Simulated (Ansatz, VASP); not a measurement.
**Cross-check of SiC (Moissanite) between VASP and Ansatz**

Aim: how closely do two programs agree when they are given the same cell, functional and k mesh? Valence electrons are named where the data sets of a main pair hold unlike numbers.

Main program and level: Ansatz 0.2.0; plane waves, with VASP 6.6.1 beside it; band structure at LDA, band structure at PBE and band structure at r2SCAN.

## 1. The structure

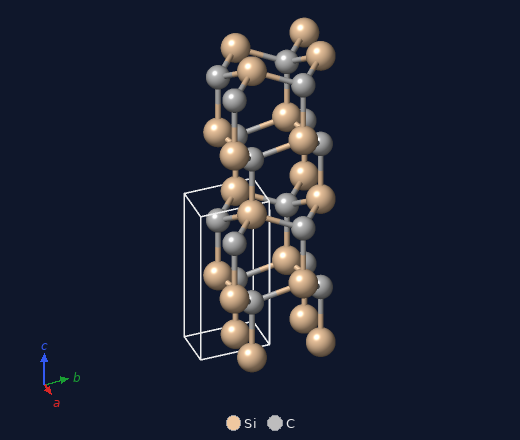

The starting structure, seen slightly off an axis (silicon light orange, carbon light grey). 2×2×2 cells are drawn. Some periodic images of atoms are drawn too.

## 2. Ansatz: band structure, LDA

Ansatz runs on its default PAW (the set named soft_2) files.

Levels along a path test the potential and the projectors away from the mesh points.

Contents of input.yaml:

```yaml
crystal:
  lattice:
    - [3.076, 0.0, 0.0]
    - [-1.538, 2.663894142, 0.0]
    - [0.0, 0.0, 5.048]
  atoms:
    - { symbol: Si, position: [0.6666666667, 0.3333333333, 0.5] }
    - { symbol: Si, position: [0.3333333333, 0.6666666667, 0.0] }
    - { symbol: C, position: [0.6666666667, 0.3333333333, 0.885] }
    - { symbol: C, position: [0.3333333333, 0.6666666667, 0.385] }
hamiltonian:
  xc: lda
  pseudopotentials: { kind: paw }
kpoints:
  mp_grid: { grid: [8, 8, 4] }
  band_path:
    path:
      - [0.0, 0.0, 0.0]
      - [0.16667, 0.0, 0.0]
      - [0.33333, 0.0, 0.0]
      - [0.5, 0.0, 0.0]
      - [0.46296, 0.07407, 0.0]
      - [0.40741, 0.18519, 0.0]
      - [0.35185, 0.2963, 0.0]
      - [0.33333, 0.33333, 0.0]
      - [0.2963, 0.2963, 0.0]
      - [0.18519, 0.18519, 0.0]
      - [0.07407, 0.07407, 0.0]
      - [0.0, 0.0, 0.0]
      - [0.0, 0.0, 0.16667]
      - [0.0, 0.0, 0.33333]
      - [0.0, 0.0, 0.5]
      - [0.11111, 0.0, 0.5]
      - [0.33333, 0.0, 0.5]
      - [0.5, 0.0, 0.5]
      - [0.46296, 0.07407, 0.5]
      - [0.40741, 0.18519, 0.5]
      - [0.35185, 0.2963, 0.5]
      - [0.2963, 0.2963, 0.5]
      - [0.18519, 0.18519, 0.5]
      - [0.07407, 0.07407, 0.5]
      - [0.5, 0.0, 0.5]
      - [0.5, 0.0, 0.33333]
      - [0.5, 0.0, 0.16667]
      - [0.5, 0.0, 0.0]
      - [0.33333, 0.33333, 0.11111]
      - [0.33333, 0.33333, 0.27778]
      - [0.33333, 0.33333, 0.5]
    npoints: 1
scf:
  occupations: { method: gaussian, width: 0.03 }
  n_extra_bands: 8
output:
  forces: true
  stress: true
  eigenvalues: true
```

Run with:

```console
> ansatz run input.yaml --threads 2 --pin off --max-ram 4608MiB --backend cpu --events-out ev --progress --plain --runs-dir out
```

Numbers of over 12 decimals in the logs are rounded to 6 here.

Output:

```text
scf.n_extra_bands = 8 over 8 filled bands (N_el = 16.0): the run solves 16 bands
Engine: ansatz 0.2.0, aarch64-unknown-linux-gnu
Pseudopotentials: kind: paw
Pseudopotential: Si, paw, valence charge 4, recommended cutoff 420 eV (normal), Si.paw.azcp
Pseudopotential: C, paw, valence charge 4, recommended cutoff 420 eV (normal), C.paw.azcp
Functional definition: SPW92
  exchange = slater_x
  correlation = pw_c
Crystal: 4 atoms, lattice volume = 41.364 Å³
Basis set: ecut = 420 eV, 785 PW (Γ)
Bands: 16, of which v1, the nominal top of the filled ones, is band 8 counted from 1 (7 counted from 0)
Symmetry: 12 space group operations
Space group: P63mc (ITA 186), of the structure as read, at distance tolerance 3.5e-5 Å
k-points: 30 of 256 (time reversal used)
Non-local potential: Si, projectors of the file, l = 0: 2, l = 1: 2, l = 2: 2
Non-local potential: C, projectors of the file, l = 0: 2, l = 1: 2, l = 2: 1
PAW form: soft (Blöchl's): semilocal exchange-correlation on the pseudo side does not see the compensation charge
PAW frozen core: Si, regenerated for the run's functional, and the local potential with it (the file was generated under x = pbe(κ = 0.804, μ = 0.219515), c = pbe(β = 0.066725))
PAW frozen core: C, regenerated for the run's functional, and the local potential with it (the file was generated under x = pbe(κ = 0.804, μ = 0.219515), c = pbe(β = 0.066725))
PAW one-centre angular grid: Si, 110 points (default); XC on 64 Gauss nodes
PAW one-centre angular grid: C, 110 points (default); XC on 64 Gauss nodes
Initial density: superposition of atomic densities (neutral atoms: chi_scale 0, normalization atom), corrected by the library's trained network
Initial wavefunctions: pseudopotential atomic-orbital guess
Functional: x = slater, c = lda
SCF iter   1: F=—  HF=-1704.354105 eV  |F-HF|=—  |Δ(HF+E_count)|=         —  Δρ=7.70e-3  dr2=2.61e-2  ethr=1.77e-3  ⟨swp⟩=5.5  Hψ=2888  notcnv=0
preconditioner: auto → none  [insulator: Δε(μ)=2.388 eV  Ē_g=13.873 eV  σ=0.030 eV  W_gap=1.00  n_scr=2 (ndim 8)  ℏωp=23.1 eV  f_vac=0.000  D(μ)=0.00/eV (n_scr^D=0)  ε∞_Penn≈3.8]
SCF iter   2: F=—  HF=-1704.347100 eV  |F-HF|=—  |Δ(HF+E_count)|=   7.00e-3  Δρ=2.85e-3  dr2=2.59e-3  ethr=1.63e-4  ⟨swp⟩=1.8  Hψ=776  notcnv=0  defer=73
SCF iter   3: F=—  HF=-1704.346289 eV  |F-HF|=—  |Δ(HF+E_count)|=   8.11e-4  Δρ=4.73e-4  dr2=4.83e-5  ethr=1.62e-5  ⟨swp⟩=2.0  Hψ=618  notcnv=0  defer=82
SCF iter   4: F=—  HF=-1704.346276 eV  |F-HF|=—  |Δ(HF+E_count)|=   1.27e-5  Δρ=3.12e-5  dr2=3.68e-7  ethr=3.02e-7  ⟨swp⟩=2.0  Hψ=610  notcnv=0  defer=82
iter 5 did not close the SCF: its close was put off for the readings that it lacked (scf_convergence_deferred on its scf_iter line)
SCF iter   5: F=-1704.346276 eV  HF=-1704.346276 eV  |F-HF|=1.65e-10  |Δ(HF+E_count)|=   7.86e-8  Δρ=3.13e-6  dr2=2.05e-9  ethr=2.30e-9  ⟨swp⟩=2.0  Hψ=612  notcnv=0  defer=82
SCF iter   6: F=-1704.346276 eV  HF=-1704.346276 eV  |F-HF|=3.75e-11  |Δ(HF+E_count)|=  5.28e-10  Δρ=3.28e-7  dr2=4.92e-11  ethr=1.28e-11  ⟨swp⟩=5.1  Hψ=1985  notcnv=0
SCF 1 converged in 6 iterations: F = -1704.346276 eV  dr2 = 4.92e-11
  greatest PAW one-centre occupation: 0.638 electrons in one spin orbital (limit 2), on the C atom at site 3 (counted from 0), in its partial waves of l = 0
NSCF: frozen V_eff on 31 k-points
SCF converged after 6 iterations
Free energy (F): -1704.346276 eV
Harris-Foulkes:  -1704.346276 eV  (|F-HF|=3.75e-11)
Internal energy: -1704.346276 eV  (E = F + TS)
E sigma→0 (E₀):  -1704.346276 eV
Fermi energy:    10.777790 eV
--- Per-component energies (eV) ---
  E_band       = 54.163904
  E_kinetic    = 271.718602
  E_local      = -214.742146  (includes V_loc(G=0)·N_el)
  E_nonlocal   = 107.822431
  E_hartree    = 64.616446
  E_xc         = -209.535179
  E_vxc        = -218.897361  (∫ρ·V_xc dr)
  E_paw        = -1155.949903  (= ΣΔE_a)
  E_vpaw       = -20.970632  (= ΣTr[D̂ρ^β])
  E_aug_tail   = 0.000030  (compensation charges beyond the density's cutoff)
  E_ewald      = -568.570884
  E_core_change = 0.294326  (= ΣΔE_core)
  E_smearing   = -0.000000  (= −TS)
  E_closure    = 0.000000  (closes the sum)
  Σ components = -1704.346276   (vs F -1704.346276, Δ=0.00e0)
--- Forces (eV/Å), atoms counted from 1 ---
  atom   1  Si    -0.00000000     0.00000000     0.73044089
  atom   2  Si     0.00000000    -0.00000000     0.73044089
  atom   3  C     -0.00000000     0.00000000    -0.73045474
  atom   4  C     -0.00000000    -0.00000000    -0.73045474
  max |Σ_I F_I| component: 2.77e-5 eV/Å
--- Stress (GPa, compression-positive) ---
       -2.561082      -0.000000       0.000000
        0.000000      -2.561082       0.000000
        0.000000       0.000000      -6.828332
  P = ⅓ Tr σ = -3.9835 GPa (-39.835 kbar)
--- Band table (eV; the first three rows and the last of 30) ---
  k-point 0: bands = [... 4 lower, 7.9902, 9.2689, 9.2689, 9.5428, 14.1195, 15.5629, 15.9474, 15.9474, ... 4 higher]
  k-point 1: bands = [... 4 lower, 8.1540, 8.1540, 9.0547, 9.0547, 14.3949, 16.0699, 16.0699, 16.3053, ... 4 higher]
  k-point 2: bands = [... 4 lower, 8.5790, 8.5790, 8.5790, 8.5790, 15.1865, 15.1865, 16.6183, 16.6183, ... 4 higher]
  k-point 29: bands = [... 4 lower, 4.0709, 4.0709, 7.7300, 7.7300, 14.0673, 14.0673, 15.6924, 15.6924, ... 4 higher]
```

The job ended after 1.3 s (2 threads of Arm Neoverse V2, shared host; peak memory 0.29 GiB).

In the SCF lines HF is the Harris–Foulkes energy and dr2 the Hartree energy of the density residual, in eV; the loop may stop once dr2 is under the threshold and the program's other checks hold. Hψ counts applications of the Hamiltonian.

## 3. VASP: band structure, LDA

The same cell, functional (in two slightly different forms), mesh and smearing now go to VASP, with its own data sets.

Lines of VASP's logs that name or quote its potential files are left out, and so is its time.

Contents of INCAR:

```
SYSTEM = SiC
PREC = Accurate
ENCUT = 460
EDIFF = 1E-06
NELM = 100
ISMEAR = 0
SIGMA = 0.03
LREAL = .FALSE.
ALGO = Normal
GGA = CA
NBANDS = 22
LORBIT = 11
LWAVE = .FALSE.
LCHARG = .FALSE.
KPAR = 8
LASPH = .TRUE.
```

Contents of POSCAR:

```
SiC
1.0
    3.0760000000      0.0000000000      0.0000000000
   -1.5380000000      2.6638941420      0.0000000000
    0.0000000000      0.0000000000      5.0480000000
Si C
2 2
Direct
    0.6666666667      0.3333333333      0.5000000000
    0.3333333333      0.6666666667      0.0000000000
    0.6666666667      0.3333333333      0.8850000000
    0.3333333333      0.6666666667      0.3850000000
```

Contents of KPOINTS:

```
Automatic mesh
0
Gamma
8 8 4
0 0 0
```

Contents of KPOINTS_OPT:

```
Line mode
10
Line-mode
Reciprocal
  0.00000000   0.00000000   0.00000000 GAMMA
  0.50000000   0.00000000   0.00000000 M

  0.50000000   0.00000000   0.00000000 M
  0.33333333   0.33333333   0.00000000 K

  0.33333333   0.33333333   0.00000000 K
  0.00000000   0.00000000   0.00000000 GAMMA

  0.00000000   0.00000000   0.00000000 GAMMA
  0.00000000   0.00000000   0.50000000 A

  0.00000000   0.00000000   0.50000000 A
  0.50000000   0.00000000   0.50000000 L

  0.50000000   0.00000000   0.50000000 L
  0.33333333   0.33333333   0.50000000 H

  0.33333333   0.33333333   0.50000000 H
  0.00000000   0.00000000   0.50000000 A

  0.50000000   0.00000000   0.50000000 L
  0.50000000   0.00000000   0.00000000 M

  0.33333333   0.33333333   0.00000000 K
  0.33333333   0.33333333   0.50000000 H
```

Potentials, in the order of the species: Si and C (LDA family, release 64).

Run with:

```console
> mpirun -np 8 vasp_std
```

Output:

```text
[banner, memory and clock lines left out]
running    8 mpi-ranks, on    1 nodes
 distrk:  each k-point on    1 cores,    8 groups
 distr:  one band on    1 cores,    1 groups

 POSCAR found type information on POSCAR SiC
 POSCAR found :  2 types and       4 ions
|                                                                             |
|           W    W    AA    RRRRR   N    N  II  N    N   GGGG   !!!           |
|           W    W   A  A   R    R  NN   N  II  NN   N  G    G  !!!           |
|           W    W  A    A  R    R  N N  N  II  N N  N  G       !!!           |
|           W WW W  AAAAAA  RRRRR   N  N N  II  N  N N  G  GGG   !            |
|           WW  WW  A    A  R   R   N   NN  II  N   NN  G    G                |
|           W    W  A    A  R    R  N    N  II  N    N   GGGG   !!!           |
|                                                                             |
|     For optimal performance we recommend to set                             |
|       NCORE = 2 up to number-of-cores-per-socket                            |
|     NCORE specifies how many cores store one orbital (NPAR=cpu/NCORE).      |
|     This setting can greatly improve the performance of VASP for DFT.       |
|     The default, NCORE=1 might be grossly inefficient on modern             |
|     multi-core architectures or massively parallel machines. Do your        |
|     Unfortunately you need to use the default for GW and RPA                |
|     calculations (for HF NCORE is supported but not extensively tested      |
|     yet).                                                                   |
|                                                                             |

 LDA part: xc-table for (Slater(with rela. corr.)+CA(PZ))
 , standard interpolation
 POSCAR, INCAR and KPOINTS ok, starting setup
 FFT: planning ... GRIDC
 FFT: planning ... GRID_SOFT
 FFT: planning ... GRID
 WAVECAR not read
 entering main loop
       N       E                     dE             d eps       ncg     rms          rms(c)
DAV:   1     0.152610661772E+02    0.15261E+02   -0.62737E+03  1320   0.591E+02
DAV:   2    -0.354994736183E+02   -0.50761E+02   -0.47976E+02  1718   0.130E+02
DAV:   3    -0.373291353521E+02   -0.18297E+01   -0.18159E+01  1666   0.206E+01
DAV:   4    -0.373387868966E+02   -0.96515E-02   -0.96502E-02  1548   0.187E+00
DAV:   5    -0.373388487931E+02   -0.61896E-04   -0.61896E-04  1656   0.140E-01    0.129E+01
DAV:   6    -0.333892787998E+02    0.39496E+01   -0.41909E+00  1514   0.119E+01    0.572E+00
DAV:   7    -0.332808169073E+02    0.10846E+00   -0.93349E-01  1672   0.470E+00    0.251E+00
DAV:   8    -0.332397874378E+02    0.41029E-01   -0.39478E-02  1530   0.101E+00    0.618E-01
DAV:   9    -0.332354470179E+02    0.43404E-02   -0.38955E-03  1696   0.383E-01    0.103E-01
DAV:  10    -0.332355027965E+02   -0.55779E-04   -0.54328E-04  1508   0.106E-01    0.642E-02
DAV:  11    -0.332355088898E+02   -0.60932E-05   -0.17221E-05  1598   0.224E-02    0.185E-02
DAV:  12    -0.332355083569E+02    0.53282E-06   -0.29674E-06  1578   0.937E-03
   1 F= -.33235508E+02 E0= -.33235508E+02  d E =-.215856E-14
 Start KPOINTS_OPT (optional k-point list driver)
k-point batch [1-30\90]
       N       E                     dE             ncg
DAV:   1     0.252214191957E+04   -0.10041E+05     1320
DAV:   2     0.112802819281E+04   -0.13941E+04     1720
DAV:   3     0.107573240803E+04   -0.52296E+02     1650
DAV:   4     0.107546340703E+04   -0.26900E+00     1514
DAV:   5     0.107546167137E+04   -0.17357E-02     1656
DAV:   6     0.107546165502E+04   -0.16342E-04     1534
DAV:   7     0.107546165487E+04   -0.15452E-06     1460
[...]
k-point batch [61-90\90]
       N       E                     dE             ncg
DAV:   1     0.240620031074E+04   -0.14645E+05     1320
DAV:   2     0.102230241802E+04   -0.13839E+04     1730
DAV:   3     0.973923551797E+03   -0.48379E+02     1664
DAV:   4     0.973684623295E+03   -0.23893E+00     1574
DAV:   5     0.973683246677E+03   -0.13766E-02     1656
DAV:   6     0.973683234961E+03   -0.11716E-04     1574
DAV:   7     0.973683234859E+03   -0.10172E-06     1410
```

OUTCAR, selected parts (step 3):

```text
ion  position               nearest neighbor table
   1  0.667  0.333  0.500-   4 1.87   4 1.87   4 1.87   3 1.94   2 3.09   2 3.09   2 3.09   2 3.09
                             2 3.09   2 3.09
   2  0.333  0.667  0.000-   3 1.87   3 1.87   3 1.87   4 1.94   1 3.09   1 3.09   1 3.09   1 3.09
                             1 3.09   1 3.09
   3  0.667  0.333  0.885-   2 1.87   2 1.87   2 1.87   1 1.94
   4  0.333  0.667  0.385-   1 1.87   1 1.87   1 1.87   2 1.94

  LATTYP: Found a hexagonal cell.
 ALAT       =     3.0760000000
 C/A-ratio  =     1.6410923277

 Subroutine GETGRP returns: Found 12 space group operations
 (whereof  6 operations were pure point group operations)

The static configuration has the point symmetry C_3v.
 The point group associated with its full space group is C_6v.

 Found     30 irreducible k-points:

   k-points           NKPTS =     30   k-points in BZ     NKDIM =     30   number of bands    NBANDS=     22

   dimension x,y,z NGX =    24 NGY =   24 NGZ =   36
   dimension x,y,z NGXF=    48 NGYF=   48 NGZF=   72

   ENCUT  =  460.0 eV  33.81 Ry    5.81 a.u.   5.38  5.38  8.83*2*pi/ulx,y,z

   NELECT =      16.0000    total number of electrons

 k-points in reciprocal lattice and weights: Automatic mesh
   0.00000000  0.00000000  0.00000000       0.004
   0.12500000  0.00000000  0.00000000       0.023
   0.25000000  0.00000000  0.00000000       0.023
   0.37500000 -0.00000000  0.00000000       0.023
   0.50000000  0.00000000  0.00000000       0.012
   0.12500000  0.12500000  0.00000000       0.023
   0.25000000  0.12500000  0.00000000       0.047
   0.37500000  0.12500000  0.00000000       0.047
   0.25000000  0.25000000  0.00000000       0.023
[...]
0.25000000  0.25000000  0.50000000       0.023
   0.37500000  0.25000000  0.50000000       0.023

 average (electrostatic) potential at core
       1 -81.9375       2 -81.9375       3 -49.0069       4 -49.0069

 E-fermi :   8.5070

 k-point     1 :       0.0000    0.0000    0.0000
  band No.  band energies     occupation
    ...
      4       6.8078      2.00000
      5       6.8078      2.00000
      6       8.0875      2.00000
      7       8.0875      2.00000
      8       8.3596      2.00000
      9      12.9462      0.00000
     10      14.3959      0.00000
     11      14.7565      0.00000
     12      14.7565      0.00000
     13      15.8217      0.00000
    ...

 k-point     2 :       0.1250    0.0000    0.0000
  band No.  band energies     occupation
    ...
      4       5.4437      2.00000
      5       6.3789      2.00000
      6       7.1525      2.00000
      7       7.9218      2.00000
      8       8.1616      2.00000
      9      13.3186      0.00000
     10      14.5280      0.00000
     11      14.9436      0.00000
     12      15.3262      0.00000
     13      15.7782      0.00000
    ...

 k-point     3 :       0.2500    0.0000    0.0000
  band No.  band energies     occupation
    ...
      4       3.0259      2.00000
      5       5.1782      2.00000
      6       5.6102      2.00000
      7       7.4297      2.00000
      8       7.4676      2.00000
      9      12.1487      0.00000
     10      13.9907      0.00000
     11      15.3025      0.00000
     12      15.9597      0.00000
     13      16.2148      0.00000
    ...

  Total       -0.5809182     -0.5809182     -1.6870309      0.0000000      0.0000000      0.0000000
  in kB      -22.5010559    -22.5010559    -65.3447910      0.0000000      0.0000000      0.0000000
  external PRESSURE =     -36.7823010 kB  Pullay stress =       0.0000000 kB

  energy-cutoff  :      460.00
  volume of cell :       41.36
      direct lattice vectors                 reciprocal lattice vectors
     3.076000000  0.000000000  0.000000000     0.325097529  0.187695146  0.000000000
    -1.538000000  2.663894142  0.000000000     0.000000000  0.375390292  0.000000000
     0.000000000  0.000000000  5.048000000     0.000000000  0.000000000  0.198098257

 POSITION                                       TOTAL-FORCE (eV/Angst)
 -----------------------------------------------------------------------------------
      1.53800      0.88796      2.52400        -0.000000      0.000000      0.732531
     -0.00000      1.77593      0.00000         0.000000      0.000000      0.732531
      1.53800      0.88796      4.46748         0.000000     -0.000000     -0.732531
     -0.00000      1.77593      1.94348        -0.000000      0.000000     -0.732531
 -----------------------------------------------------------------------------------
    total drift:                                0.000000      0.000000      0.000148

  FREE ENERGIE OF THE ION-ELECTRON SYSTEM (eV)
  ---------------------------------------------------
  free  energy   TOTEN  =       -33.2355083569 eV

  energy  without entropy=      -33.2355083569  energy(sigma->0) =      -33.23550836

 total charge
# of ion       s       p       d       tot
------------------------------------------
    1        0.714   0.978   0.000   1.692
    2        0.714   0.978   0.000   1.692
    3        0.831   1.714   0.000   2.545
    4        0.831   1.714   0.000   2.545
--------------------------------------------------
tot          3.090   5.384   0.000   8.474

[... 3 further parts left out ...]
```

The run ends at a pressure of -3.68 GPa, with forces up to 0.73 eV/Å.

(Continued in part 2 of 3.)

[Lines on the potential files, build, host, timing and source positions are cut from VASP's logs without a mark.]

[Logs are printed without paths, hosts, clocks, repeated set-up lines and the standing remarks that a program may print on its own settings, such as how far it seeks lower states.]

[Hosts, paths, dates, database ids (printed as entryN), source tags and the programs' standing remarks are cut or masked in the printed files.]
